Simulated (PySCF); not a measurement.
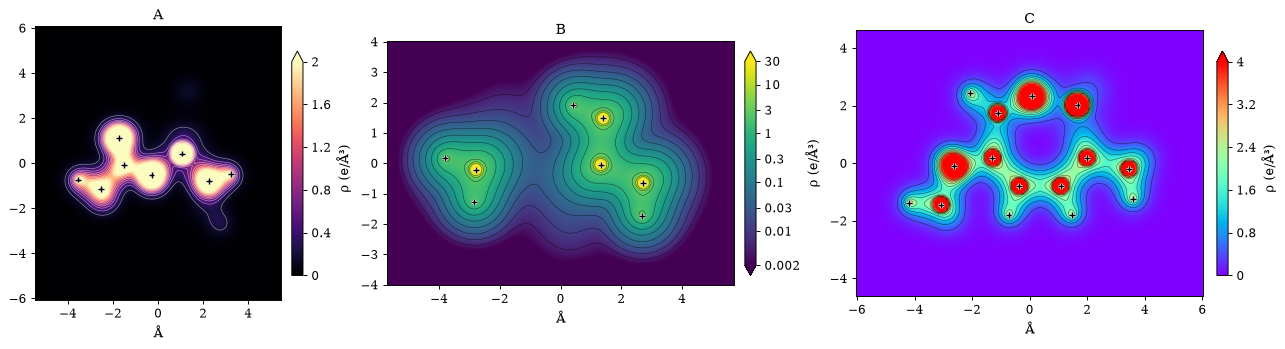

The total electron density of 3 systems, each on a plane through atoms (crosses mark nuclei in the plane).

These are results of PBE0/pcSseg-1, SCF density, gas phase, non-relativistic in PySCF 2.14.0, not measurements.

System 1: C$_{6}$H$_{11}$BO$_{2}$Si (SMILES COC1=CC=C(C)[SiH2]OB1), the plane of atoms C1, O2 and C3. Geometry: GFN2-xTB.

```xyz
21

C     3.6263   -0.0398   -0.1441
O     2.6771    0.9971   -0.0766
C     1.3314    0.7248   -0.0132
C     0.8751   -0.5536    0.0205
C    -0.4460   -1.1234    0.0686
C    -1.6861   -0.5943    0.0605
C    -2.8658   -1.5243    0.0952
Si   -2.1190    1.2317    0.0055
O    -0.7810    2.1441    0.0240
B     0.5346    2.0828    0.0222
H     4.5917    0.4583   -0.2221
H     3.6151   -0.6627    0.7569
H     3.4762   -0.6716   -1.0263
H     1.6282   -1.3348    0.0094
H    -0.4017   -2.2113    0.1074
H    -3.5109   -1.2831    0.9390
H    -2.5628   -2.5670    0.1717
H    -3.4616   -1.3996   -0.8086
H    -2.8653    1.6535    1.1975
H    -2.8087    1.6022   -1.2365
H     1.1441    3.0878    0.0487
```

System 2: C$_{4}$H$_{14}$Si$_{2}$ (SMILES C[SiH2][SiH2]C(C)C), the plane of atoms C4, C5 and H15. Geometry: GFN2-xTB.

```xyz
20

C     2.5491    0.9071    1.3336
Si    1.7538    1.4178   -0.3179
Si    0.4223   -0.2773   -1.1629
C    -0.9888   -0.7525    0.0453
C    -1.8600   -1.8698   -0.5201
C    -1.8513    0.4593    0.3858
H     1.7982    0.7263    2.0979
H     3.1278   -0.0056    1.2214
H     3.2186    1.6750    1.7100
H     1.0357    2.6804   -0.0779
H     2.8463    1.7582   -1.2413
H     1.1693   -1.5173   -1.4355
H    -0.2155    0.0854   -2.4388
H    -0.5449   -1.1198    0.9782
H    -1.2645   -2.7515   -0.7461
H    -2.3472   -1.5452   -1.4373
H    -2.6345   -2.1552    0.1919
H    -1.2602    1.2438    0.8548
H    -2.6534    0.1838    1.0707
H    -2.3059    0.8679   -0.5149
```

System 3: C$_{6}$H$_{13}$NO$_{2}$Si, the plane of atoms C8, C9 and H22. Geometry: GFN2-xTB.

```xyz
23

C    -3.8712    0.6630    0.0815
C    -2.5477    0.2171    0.6053
C    -1.5020   -0.1056   -0.1430
Si    0.1705   -0.6279    0.5161
N     0.5928   -2.0870   -0.2856
C     1.9268   -2.6439   -0.3222
O     1.4056    0.3549   -0.0423
C     1.4518    1.6575    0.1724
C     2.6556    2.2982   -0.4712
O     0.6211    2.2511    0.8070
H    -4.1087    1.6535    0.4687
H    -4.6560   -0.0167    0.4147
H    -3.8725    0.6991   -1.0054
H    -2.4750    0.1674    1.6836
H    -1.6114   -0.0371   -1.2206
H     0.2585   -0.5959    1.9791
H    -0.1110   -2.8083   -0.2978
H     2.0437   -3.2671   -1.2107
H     2.6379   -1.8242   -0.3719
H     2.1532   -3.2504    0.5610
H     3.5520    1.7487   -0.1948
H     2.7371    3.3356   -0.1618
H     2.5442    2.2449   -1.5522
```

Question: Match each panel to its system.

Answer: Panel A is system 3, C$_{6}$H$_{13}$NO$_{2}$Si: the plane holds Si, N, O, C and H. C–O (1.20 Å): ρ is about 3.4 e/Å³ halfway. Panel B is system 2, C$_{4}$H$_{14}$Si$_{2}$: the plane holds C and H. C–C (1.53 Å): ρ at the midpoint is about 1.6 e/Å³. Panel C is system 1, C$_{6}$H$_{11}$BO$_{2}$Si: the plane holds C, O, Si, B and H. B–O (1.32 Å): the density is about 2.3 e/Å³ at the midpoint.
